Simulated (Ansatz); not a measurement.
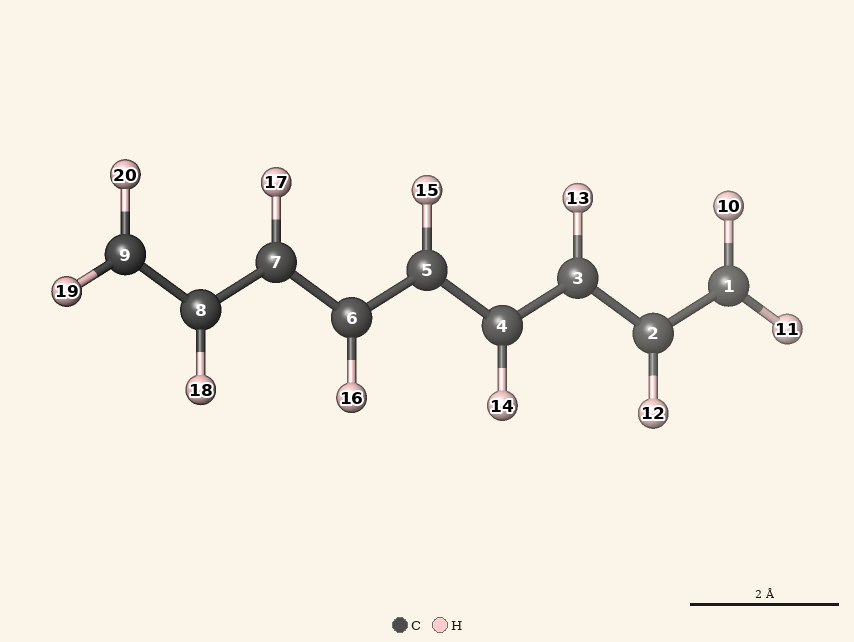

Source: calculation with Ansatz.

Orthographic view. Depth is shown by fading: the farther an atom, the more it takes the colour of the background. The species is neutral and a spin doublet. Geometry: a fixed input geometry, not necessarily a minimum.

List the bonded neighbours of every atom.

C1: C2, H10, H11
C2: C1, C3, H12
C3: C2, C4, H13
C4: C3, C5, H14
C5: C4, C6, H15
C6: C5, C7, H16
C7: C6, C8, H17
C8: C7, C9, H18
C9: C8, H19, H20
(terminal hydrogens appear only as neighbours)
